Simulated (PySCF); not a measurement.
# C₃H₈BFO: NMR shifts at several levels of theory, part 1 of 2

How much do the NMR shifts of C₃H₈BFO (`CC(C)OBF`) depend on the level of theory, and what does each level cost?

Programs: PySCF 2.14.0, with density-fitted response routines of our own. Each step states its level of theory. These are calculated values for one molecule in the gas phase, unless marked as measured. Atoms count from 0, in the outputs and in this text.

### 1 Starting geometry

14 atoms, charge 0, multiplicity 1; geometry from: PBE0-D3(BJ)/def2-SVP.

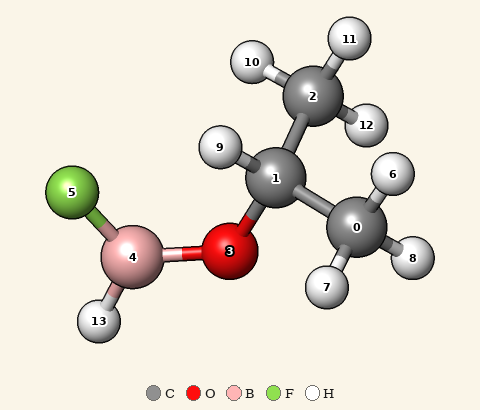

As it starts; carbon grey, oxygen red, boron pink, fluorine green, hydrogen white, atoms numbered.

### 2 NMR shieldings: HF/pcSseg-1

The job: settings as JSON, then the geometry in Å.

```
{"job": {"kind": "nmr", "xc": "HF", "basis": "pcSseg-1", "pop": false}, "charge": 0, "multiplicity": 1}
C     -2.085458     0.427598    -0.581317
C     -1.083835    -0.395278     0.202261
C     -1.328306    -1.888003     0.098114
O      0.216841    -0.105049    -0.315240
B      1.295822     0.061818     0.457226
F      1.206498    -0.041122     1.783859
H     -3.102707     0.267343    -0.194933
H     -1.850336     1.499203    -0.506830
H     -2.067142     0.144766    -1.644831
H     -1.115140    -0.098864     1.264503
H     -0.583170    -2.447390     0.682868
H     -2.326906    -2.144331     0.481734
H     -1.262950    -2.214622    -0.951056
H      2.360458     0.312617    -0.047974
```

Level: GIAO HF/pcSseg-1 NMR shielding, non-relativistic, gas phase.

On the command line:

```
$ OMP_NUM_THREADS=1 python probes_run.py task.json out
```

This one command runs all jobs of the session in turn.

What it wrote:

```text
final grid: 110624 points
cycle   1  E = -317.2077718250  dE =  9.155e-01  |g| = 6.727e-01  |ddm| = 2.909e+00
cycle   2  E = -317.2952015162  dE = -8.743e-02  |g| = 3.591e-01  |ddm| = 5.559e-01
cycle   3  E = -317.3159340968  dE = -2.073e-02  |g| = 6.572e-02  |ddm| = 2.044e-01
cycle   4  E = -317.3171952782  dE = -1.261e-03  |g| = 1.329e-02  |ddm| = 6.982e-02
cycle   5  E = -317.3172427627  dE = -4.748e-05  |g| = 4.282e-03  |ddm| = 1.571e-02
cycle   6  E = -317.3172470649  dE = -4.302e-06  |g| = 1.143e-03  |ddm| = 4.162e-03
cycle   7  E = -317.3172474885  dE = -4.236e-07  |g| = 2.948e-04  |ddm| = 1.798e-03
cycle   8  E = -317.3172475205  dE = -3.202e-08  |g| = 1.062e-04  |ddm| = 4.265e-04
cycle   9  E = -317.3172475252  dE = -4.707e-09  |g| = 2.389e-05  |ddm| = 1.512e-04
cycle  10  E = -317.3172475255  dE = -2.892e-10  |g| = 5.302e-06  |ddm| = 3.925e-05
converged SCF energy = -317.3172475255

GIAO shielding tensors (ppm)
atom      isotropic    diamagn.    paramagn.     s11        s22        s33       span
  0 C      166.205     244.364     -78.159    149.970    160.091    188.555     38.584
  1 C      132.207     238.280    -106.074    102.044    127.369    167.208     65.163
  2 C      165.236     245.056     -79.820    147.720    159.376    188.610     40.890
  3 O      193.671     400.026    -206.355     56.220    232.750    292.044    235.824
  4 B       89.903     194.399    -104.496     68.863     97.971    102.873     34.010
  5 F      304.941     472.050    -167.109    152.934    327.638    434.252    281.318
  6 H       30.760      28.744       2.016     26.624     28.205     37.451     10.827
  7 H       30.234      29.523       0.711     25.943     28.051     36.708     10.765
  8 H       30.248      29.254       0.994     26.847     28.432     35.466      8.619
  9 H       27.628      31.482      -3.855     24.036     28.356     30.492      6.455
 10 H       30.311      29.611       0.700     25.831     28.895     36.207     10.376
 11 H       30.740      28.639       2.101     26.579     28.144     37.497     10.918
 12 H       30.324      29.214       1.109     27.015     28.427     35.529      8.513
 13 H       27.746      30.252      -2.506     24.218     26.386     32.633      8.415
```

Wall time 4.3 s (1 thread of Arm Neoverse V2, shared host); peak memory 0.73 GiB.

Shifts follow as δ = σ(reference) − σ, with reference shieldings (ppm) from runs at the same level and on the same kind of geometry: 1H TMS 31.69, 13C TMS 190.8, 19F CFCl3 246.4, 17O H2O 333.3, 11B BF3·OEt2 115.3. The references are single molecules in the gas phase, so shifts against H2O, NH3, PH3, H3PO4 or CFCl3 are not on the usual liquid scales and can be off by tens of ppm. Atoms listed in one row are averaged.

```csv
atoms,environment,σ (ppm),δ (ppm)
C1,sp3 CH bonded to O,132.2,58.6
"C0, C2",methyl carbon,165.7,25.1
H9,hydrogen on an sp3 CH bonded to O,27.63,4.06
H13,"hydrogen on a boron bonded to F, O",27.75,3.94
"H6, H7, H8, H10, H11, H12",hydrogen on a methyl carbon,30.44,1.25
O3,"oxygen bonded to C, B",193.7,139.6
B4,"boron bonded to F, O, H",89.9,25.4
F5,fluorine bonded to B,304.9,-58.6
```

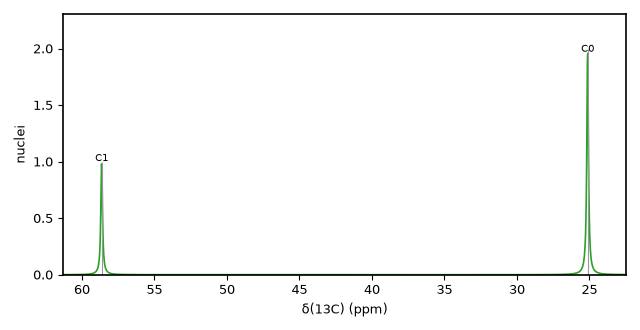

13C lines at the computed shifts, without couplings. Lines are broadened to a width of 0.13 ppm (Lorentzian).

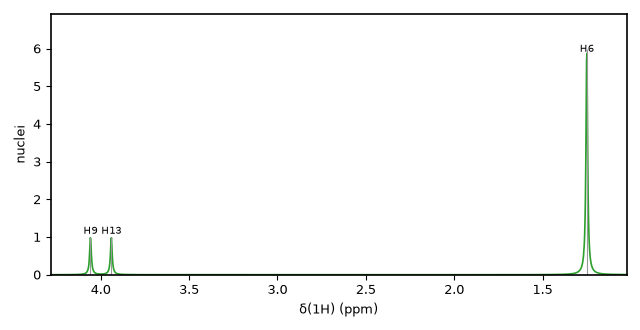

1H lines at the computed shifts, without couplings. Lines are broadened to a width of 0.01 ppm (Lorentzian).

### 3 NMR shieldings: LDA/pcSseg-1

Same as in step 2 but for these lines:

```diff
@@ -1,2 +1,2 @@
-{"job": {"kind": "nmr", "xc": "HF", "basis": "pcSseg-1", "pop": false}, "charge": 0, "multiplicity": 1}
+{"job": {"kind": "nmr", "xc": "LDA", "basis": "pcSseg-1", "pop": false}, "charge": 0, "multiplicity": 1}
 C     -2.085458     0.427598    -0.581317
```

Method: GIAO LDA/pcSseg-1 NMR shielding, non-relativistic, gas phase.

What it wrote:

```text
coarse grid: 11480 points
cycle   1  E = -316.3566748876  dE =  4.171e-01  |g| = 8.548e-01  |ddm| = 3.089e+00
cycle   2  E = -315.9253433764  dE =  4.313e-01  |g| = 1.700e+00  |ddm| = 1.771e+00
cycle   3  E = -316.4811228412  dE = -5.558e-01  |g| = 3.182e-01  |ddm| = 1.304e+00
cycle   4  E = -316.4997870367  dE = -1.866e-02  |g| = 7.854e-02  |ddm| = 2.287e-01
cycle   5  E = -316.5005826872  dE = -7.957e-04  |g| = 3.448e-02  |ddm| = 6.437e-02
cycle   6  E = -316.5007822803  dE = -1.996e-04  |g| = 9.707e-03  |ddm| = 2.466e-02
cycle   7  E = -316.5008010256  dE = -1.875e-05  |g| = 2.313e-03  |ddm| = 8.039e-03
cycle   8  E = -316.5008021531  dE = -1.127e-06  |g| = 5.180e-04  |ddm| = 2.333e-03
final grid: 110624 points
cycle   9  E = -316.5583675347  dE = -6.480e-05  |g| = 6.490e-03  |ddm| = 2.295e-02
cycle  10  E = -316.5583510848  dE =  1.645e-05  |g| = 1.209e-02  |ddm| = 1.113e-02
cycle  11  E = -316.5583744540  dE = -2.337e-05  |g| = 1.123e-03  |ddm| = 7.158e-03
cycle  12  E = -316.5583746673  dE = -2.133e-07  |g| = 4.316e-04  |ddm| = 9.854e-04
cycle  13  E = -316.5583746992  dE = -3.189e-08  |g| = 1.446e-04  |ddm| = 3.197e-04
cycle  14  E = -316.5583747031  dE = -3.919e-09  |g| = 3.478e-05  |ddm| = 9.788e-05
cycle  15  E = -316.5583747033  dE = -2.346e-10  |g| = 6.574e-06  |ddm| = 3.234e-05
converged SCF energy = -316.5583747033

GIAO shielding tensors (ppm)
atom      isotropic    diamagn.    paramagn.     s11        s22        s33       span
  0 C      155.310     247.176     -91.866    136.907    145.764    183.260     46.352
  1 C      111.261     243.006    -131.745     73.478    108.459    151.847     78.369
  2 C      153.715     247.775     -94.060    132.189    145.897    183.058     50.869
  3 O      119.063     397.373    -278.310    -32.217    145.396    244.010    276.228
  4 B       69.908     197.914    -128.006     50.244     77.115     82.365     32.122
  5 F      229.406     471.292    -241.887     41.058    238.275    408.885    367.827
  6 H       29.826      28.108       1.717     25.938     27.554     35.985     10.047
  7 H       29.474      29.187       0.287     25.553     27.264     35.605     10.052
  8 H       29.531      28.928       0.603     26.723     27.788     34.082      7.359
  9 H       25.847      31.323      -5.476     22.817     26.789     27.935      5.117
 10 H       29.515      29.208       0.307     25.350     28.114     35.079      9.730
 11 H       29.780      27.996       1.785     25.872     27.444     36.026     10.155
 12 H       29.564      28.874       0.690     26.870     27.778     34.045      7.175
 13 H       26.433      29.673      -3.240     23.288     25.468     30.542      7.254
```

Run time: 13 s. Hardware: 1 thread of Arm Neoverse V2, shared host; peak memory 0.65 GiB.

Key values: δ C1 69.5, C0 26.2, O3 223.7, B4 23.0, H9 4.98, H13 4.40 ppm (means over like atoms).

### 4 Shielding tensors: PBE/pcSseg-1

Same as in step 3 but for these lines:

```diff
@@ -1,2 +1,2 @@
-{"job": {"kind": "nmr", "xc": "LDA", "basis": "pcSseg-1", "pop": false}, "charge": 0, "multiplicity": 1}
+{"job": {"kind": "nmr", "xc": "PBE", "basis": "pcSseg-1", "pop": false}, "charge": 0, "multiplicity": 1}
 C     -2.085458     0.427598    -0.581317
```

With the program's defaults for keys left out, this is: GIAO PBE/pcSseg-1 NMR shielding, non-relativistic, gas phase.

What it wrote:

```text
coarse grid: 11480 points
cycle   1  E = -318.5376204103  dE =  4.213e-01  |g| = 8.503e-01  |ddm| = 3.086e+00
cycle   2  E = -318.1497551826  dE =  3.879e-01  |g| = 1.639e+00  |ddm| = 1.742e+00
cycle   3  E = -318.6604126434  dE = -5.107e-01  |g| = 2.927e-01  |ddm| = 1.266e+00
cycle   4  E = -318.6762951764  dE = -1.588e-02  |g| = 7.530e-02  |ddm| = 2.126e-01
cycle   5  E = -318.6770523087  dE = -7.571e-04  |g| = 3.175e-02  |ddm| = 6.122e-02
cycle   6  E = -318.6772230006  dE = -1.707e-04  |g| = 8.688e-03  |ddm| = 2.299e-02
cycle   7  E = -318.6772383426  dE = -1.534e-05  |g| = 1.993e-03  |ddm| = 7.191e-03
cycle   8  E = -318.6772391955  dE = -8.529e-07  |g| = 4.388e-04  |ddm| = 2.075e-03
final grid: 110624 points
cycle   9  E = -318.7449510877  dE = -4.591e-05  |g| = 1.677e-02  |ddm| = 3.161e-02
cycle  10  E = -318.7447935073  dE =  1.576e-04  |g| = 3.371e-02  |ddm| = 2.946e-02
cycle  11  E = -318.7450031717  dE = -2.097e-04  |g| = 4.317e-03  |ddm| = 2.033e-02
cycle  12  E = -318.7450072160  dE = -4.044e-06  |g| = 5.514e-04  |ddm| = 3.409e-03
cycle  13  E = -318.7450072849  dE = -6.884e-08  |g| = 1.552e-04  |ddm| = 6.578e-04
cycle  14  E = -318.7450072890  dE = -4.140e-09  |g| = 5.154e-05  |ddm| = 1.270e-04
cycle  15  E = -318.7450072895  dE = -4.643e-10  |g| = 1.328e-05  |ddm| = 3.595e-05
converged SCF energy = -318.7450072895

GIAO shielding tensors (ppm)
atom      isotropic    diamagn.    paramagn.     s11        s22        s33       span
  0 C      154.537     246.285     -91.748    137.453    145.348    180.810     43.357
  1 C      111.762     242.518    -130.755     76.038    109.335    149.914     73.876
  2 C      153.181     246.818     -93.637    133.441    145.386    180.714     47.273
  3 O      127.955     397.329    -269.373    -15.817    156.292    243.391    259.208
  4 B       73.518     198.034    -124.516     55.052     81.460     84.042     28.990
  5 F      236.874     471.588    -234.714     54.201    249.087    407.334    353.133
  6 H       30.173      28.313       1.860     26.421     27.981     36.117      9.696
  7 H       29.850      29.681       0.168     26.098     27.751     35.700      9.602
  8 H       29.912      29.320       0.592     27.197     28.226     34.314      7.117
  9 H       26.341      31.765      -5.423     23.294     27.397     28.332      5.038
 10 H       29.886      29.665       0.221     25.892     28.580     35.187      9.294
 11 H       30.126      28.186       1.940     26.344     27.876     36.159      9.815
 12 H       29.952      29.252       0.700     27.342     28.218     34.295      6.953
 13 H       26.900      30.206      -3.306     23.809     25.925     30.965      7.156
```

Wall time 16 s (1 thread of Arm Neoverse V2, shared host); peak memory 0.61 GiB.

In short: δ C1 68.3, C0 26.2, O3 206.7, B4 21.3, H9 4.86, H13 4.30 ppm (means over like atoms).

### 5 NMR shieldings: BLYP/pcSseg-1

Same as in step 4 but for these lines:

```diff
@@ -1,2 +1,2 @@
-{"job": {"kind": "nmr", "xc": "PBE", "basis": "pcSseg-1", "pop": false}, "charge": 0, "multiplicity": 1}
+{"job": {"kind": "nmr", "xc": "BLYP", "basis": "pcSseg-1", "pop": false}, "charge": 0, "multiplicity": 1}
 C     -2.085458     0.427598    -0.581317
```

Method: GIAO BLYP/pcSseg-1 NMR shielding, non-relativistic, gas phase.

What it wrote:

```text
coarse grid: 11480 points
cycle   1  E = -318.7925195565  dE =  4.291e-01  |g| = 9.322e-01  |ddm| = 3.095e+00
cycle   2  E = -318.2916780858  dE =  5.008e-01  |g| = 1.841e+00  |ddm| = 1.939e+00
cycle   3  E = -318.9341397480  dE = -6.425e-01  |g| = 3.279e-01  |ddm| = 1.453e+00
cycle   4  E = -318.9537137314  dE = -1.957e-02  |g| = 9.205e-02  |ddm| = 2.413e-01
cycle   5  E = -318.9548209488  dE = -1.107e-03  |g| = 3.734e-02  |ddm| = 7.151e-02
cycle   6  E = -318.9550567975  dE = -2.358e-04  |g| = 1.049e-02  |ddm| = 2.747e-02
cycle   7  E = -318.9550793537  dE = -2.256e-05  |g| = 2.276e-03  |ddm| = 8.424e-03
cycle   8  E = -318.9550804753  dE = -1.122e-06  |g| = 5.071e-04  |ddm| = 2.417e-03
final grid: 110624 points
cycle   9  E = -319.0279526838  dE = -6.507e-05  |g| = 9.181e-03  |ddm| = 2.565e-02
cycle  10  E = -319.0279142066  dE =  3.848e-05  |g| = 1.665e-02  |ddm| = 1.671e-02
cycle  11  E = -319.0279698704  dE = -5.566e-05  |g| = 2.437e-03  |ddm| = 1.098e-02
cycle  12  E = -319.0279709950  dE = -1.125e-06  |g| = 3.718e-04  |ddm| = 1.797e-03
cycle  13  E = -319.0279710257  dE = -3.067e-08  |g| = 1.107e-04  |ddm| = 4.245e-04
cycle  14  E = -319.0279710285  dE = -2.740e-09  |g| = 3.189e-05  |ddm| = 9.796e-05
cycle  15  E = -319.0279710287  dE = -2.060e-10  |g| = 9.514e-06  |ddm| = 3.008e-05
converged SCF energy = -319.0279710287

GIAO shielding tensors (ppm)
atom      isotropic    diamagn.    paramagn.     s11        s22        s33       span
  0 C      149.077     245.172     -96.094    131.720    139.539    175.972     44.253
  1 C      105.756     242.028    -136.271     70.269    103.524    143.476     73.207
  2 C      147.787     245.649     -97.863    127.856    139.561    175.943     48.087
  3 O      125.271     398.283    -273.012    -17.281    153.930    239.164    256.445
  4 B       71.515     197.310    -125.796     52.829     80.008     81.707     28.878
  5 F      239.431     472.509    -233.078     58.248    252.795    407.251    349.003
  6 H       30.313      28.240       2.073     26.717     28.215     36.006      9.289
  7 H       30.004      29.940       0.065     26.432     28.005     35.576      9.145
  8 H       30.064      29.492       0.572     27.501     28.456     34.235      6.734
  9 H       26.538      31.888      -5.350     23.551     27.698     28.365      4.814
 10 H       30.042      29.891       0.151     26.218     28.830     35.079      8.861
 11 H       30.267      28.104       2.163     26.633     28.119     36.048      9.414
 12 H       30.107      29.422       0.685     27.643     28.451     34.227      6.584
 13 H       27.143      30.499      -3.357     24.055     26.199     31.174      7.119
```

Wall time 17 s (1 thread of Arm Neoverse V2, shared host); peak memory 0.61 GiB.

In short: δ C1 69.6, C0 26.9, O3 208.4, B4 21.3, H9 4.82, H13 4.22 ppm (means over like atoms).

### 6 Shielding tensors: BP86/pcSseg-1

Same as in step 5 but for these lines:

```diff
@@ -1,2 +1,2 @@
-{"job": {"kind": "nmr", "xc": "BLYP", "basis": "pcSseg-1", "pop": false}, "charge": 0, "multiplicity": 1}
+{"job": {"kind": "nmr", "xc": "BP86", "basis": "pcSseg-1", "pop": false}, "charge": 0, "multiplicity": 1}
 C     -2.085458     0.427598    -0.581317
```

Level: GIAO BP86/pcSseg-1 NMR shielding, non-relativistic, gas phase.

What it wrote:

```text
coarse grid: 11480 points
cycle   1  E = -318.9153809629  dE =  4.235e-01  |g| = 8.597e-01  |ddm| = 3.086e+00
cycle   2  E = -318.5268294929  dE =  3.886e-01  |g| = 1.652e+00  |ddm| = 1.677e+00
cycle   3  E = -319.0395055928  dE = -5.127e-01  |g| = 2.868e-01  |ddm| = 1.222e+00
cycle   4  E = -319.0547192201  dE = -1.521e-02  |g| = 7.703e-02  |ddm| = 2.088e-01
cycle   5  E = -319.0555107709  dE = -7.916e-04  |g| = 3.139e-02  |ddm| = 6.041e-02
cycle   6  E = -319.0556760246  dE = -1.653e-04  |g| = 8.548e-03  |ddm| = 2.241e-02
cycle   7  E = -319.0556907802  dE = -1.476e-05  |g| = 1.943e-03  |ddm| = 6.982e-03
cycle   8  E = -319.0556915853  dE = -8.051e-07  |g| = 4.214e-04  |ddm| = 1.998e-03
final grid: 110624 points
cycle   9  E = -319.1242096345  dE = -6.383e-05  |g| = 1.174e-02  |ddm| = 2.858e-02
cycle  10  E = -319.1241264145  dE =  8.322e-05  |g| = 2.524e-02  |ddm| = 1.999e-02
cycle  11  E = -319.1242307176  dE = -1.043e-04  |g| = 2.222e-03  |ddm| = 1.443e-02
cycle  12  E = -319.1242318168  dE = -1.099e-06  |g| = 4.088e-04  |ddm| = 1.865e-03
cycle  13  E = -319.1242318200  dE = -3.262e-09  |g| = 1.341e-04  |ddm| = 3.450e-04
cycle  14  E = -319.1242318235  dE = -3.459e-09  |g| = 4.217e-05  |ddm| = 9.685e-05
cycle  15  E = -319.1242318238  dE = -3.290e-10  |g| = 7.819e-06  |ddm| = 3.617e-05
converged SCF energy = -319.1242318238

GIAO shielding tensors (ppm)
atom      isotropic    diamagn.    paramagn.     s11        s22        s33       span
  0 C      154.131     246.626     -92.494    137.119    145.247    180.027     42.908
  1 C      111.284     242.794    -131.511     75.417    108.553    149.881     74.464
  2 C      152.842     247.164     -94.322    133.304    145.271    179.950     46.645
  3 O      130.775     397.757    -266.982    -12.711    159.834    245.203    257.914
  4 B       74.209     197.873    -123.664     55.868     82.420     84.340     28.472
  5 F      240.099     471.736    -231.637     59.824    252.479    407.995    348.171
  6 H       30.246      28.360       1.885     26.507     28.052     36.178      9.671
  7 H       29.905      29.773       0.132     26.157     27.820     35.738      9.581
  8 H       29.958      29.406       0.552     27.223     28.289     34.363      7.140
  9 H       26.429      31.838      -5.408     23.384     27.525     28.378      4.993
 10 H       29.942      29.748       0.195     25.955     28.645     35.228      9.273
 11 H       30.199      28.229       1.970     26.430     27.948     36.220      9.790
 12 H       30.003      29.339       0.664     27.367     28.285     34.356      6.989
 13 H       26.989      30.313      -3.324     23.891     26.005     31.072      7.181
```

It took 17 s on 1 thread of Arm Neoverse V2, shared host; peak memory 0.61 GiB.

In short: δ C1 68.5, C0 26.3, O3 201.8, B4 21.1, H9 4.84, H13 4.28 ppm (means over like atoms).

### 7 Nuclear shieldings: OPBE/pcSseg-1

Same as in step 6 but for these lines:

```diff
@@ -1,2 +1,2 @@
-{"job": {"kind": "nmr", "xc": "BP86", "basis": "pcSseg-1", "pop": false}, "charge": 0, "multiplicity": 1}
+{"job": {"kind": "nmr", "xc": "OPBE", "basis": "pcSseg-1", "pop": false}, "charge": 0, "multiplicity": 1}
 C     -2.085458     0.427598    -0.581317
```

Method: GIAO OPBE/pcSseg-1 NMR shielding, non-relativistic, gas phase.

What it wrote:

```text
coarse grid: 11480 points
cycle   1  E = -318.7894860222  dE =  3.999e-01  |g| = 7.941e-01  |ddm| = 3.093e+00
cycle   2  E = -318.5179503413  dE =  2.715e-01  |g| = 1.423e+00  |ddm| = 1.605e+00
cycle   3  E = -318.9024594088  dE = -3.845e-01  |g| = 2.248e-01  |ddm| = 1.106e+00
cycle   4  E = -318.9121001897  dE = -9.641e-03  |g| = 6.361e-02  |ddm| = 1.719e-01
cycle   5  E = -318.9126892759  dE = -5.891e-04  |g| = 2.437e-02  |ddm| = 5.187e-02
cycle   6  E = -318.9127913374  dE = -1.021e-04  |g| = 6.369e-03  |ddm| = 1.765e-02
cycle   7  E = -318.9127996544  dE = -8.317e-06  |g| = 1.663e-03  |ddm| = 5.453e-03
final grid: 110624 points
cycle   8  E = -318.9595853540  dE = -3.496e-05  |g| = 3.690e-02  |ddm| = 5.422e-02
cycle   9  E = -318.9587332224  dE =  8.521e-04  |g| = 7.881e-02  |ddm| = 6.413e-02
cycle  10  E = -318.9598077880  dE = -1.075e-03  |g| = 5.054e-03  |ddm| = 4.633e-02
cycle  11  E = -318.9598138519  dE = -6.064e-06  |g| = 9.616e-04  |ddm| = 4.947e-03
cycle  12  E = -318.9598140494  dE = -1.974e-07  |g| = 2.532e-04  |ddm| = 8.725e-04
cycle  13  E = -318.9598140634  dE = -1.407e-08  |g| = 6.554e-05  |ddm| = 2.051e-04
cycle  14  E = -318.9598140641  dE = -6.941e-10  |g| = 2.654e-05  |ddm| = 6.034e-05
converged SCF energy = -318.9598140641

GIAO shielding tensors (ppm)
atom      isotropic    diamagn.    paramagn.     s11        s22        s33       span
  0 C      160.942     246.953     -86.011    145.338    152.618    184.871     39.533
  1 C      119.544     242.734    -123.190     85.241    116.725    156.665     71.424
  2 C      159.829     247.469     -87.640    142.031    152.589    184.865     42.834
  3 O      144.228     396.420    -252.192      6.189    173.962    252.532    246.343
  4 B       80.183     198.889    -118.706     62.971     88.377     89.200     26.229
  5 F      245.997     470.723    -224.725     70.463    259.171    408.359    337.896
  6 H       30.219      28.450       1.769     26.362     27.969     36.326      9.964
  7 H       29.888      29.653       0.235     26.022     27.776     35.865      9.843
  8 H       29.943      29.280       0.664     27.058     28.207     34.564      7.506
  9 H       26.423      31.806      -5.382     23.258     27.407     28.605      5.346
 10 H       29.918      29.647       0.272     25.824     28.584     35.348      9.524
 11 H       30.174      28.317       1.857     26.288     27.866     36.368     10.081
 12 H       29.988      29.194       0.794     27.203     28.196     34.565      7.362
 13 H       26.973      30.232      -3.259     23.901     25.931     31.089      7.188
```

Run time: 15 s. Hardware: 1 thread of Arm Neoverse V2, shared host; peak memory 0.73 GiB.

In short: δ C1 65.6, C0 24.7, O3 187.8, B4 20.1, H9 4.81, H13 4.26 ppm (means over like atoms).

(Continued in part 2 of 2.)
